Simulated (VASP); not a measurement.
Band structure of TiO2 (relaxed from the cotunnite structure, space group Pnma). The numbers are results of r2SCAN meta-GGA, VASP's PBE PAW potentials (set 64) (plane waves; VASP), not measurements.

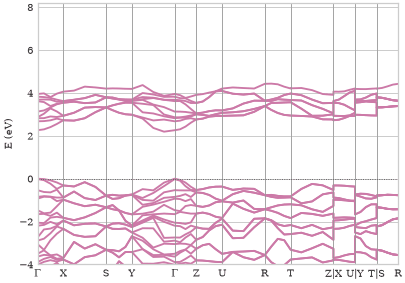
Figure: Bands along high-symmetry lines, zero at the valence-band maximum or, without a gap, the Fermi level

Read the plot: is there a gap, and where are the band edges?

The gap is indirect, 2.19 eV, from the valence maximum at Γ to the conduction minimum at (0.00, 0.12, 0.00).

The structure was generated: TiO2 was put into the cotunnite type (Pnma), which need not be its known phase. It was relaxed first.
